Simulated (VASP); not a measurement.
Band structure of Nb (bcc). All values below come from AM05 GGA, VASP's PBE PAW potentials (set 64) (plane waves; VASP).

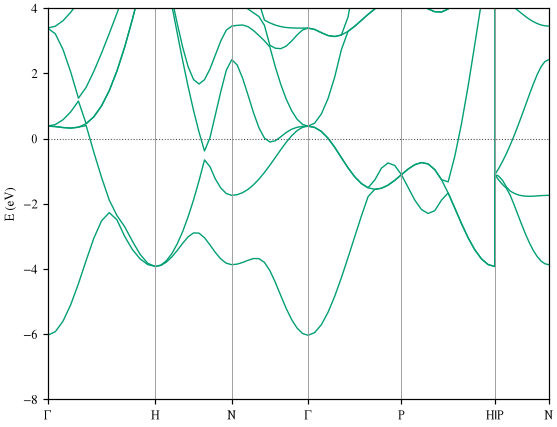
Bands along high-symmetry lines, zero at the valence-band maximum or, without a gap, the Fermi level

Problem. Read the plot: is there a gap, and where are the band edges?

Solution. It has no gap at this level: it comes out as a metal or semimetal. (Edges off the drawn lines would not show.)

The compound is Nb in the bcc structure. It was relaxed first.
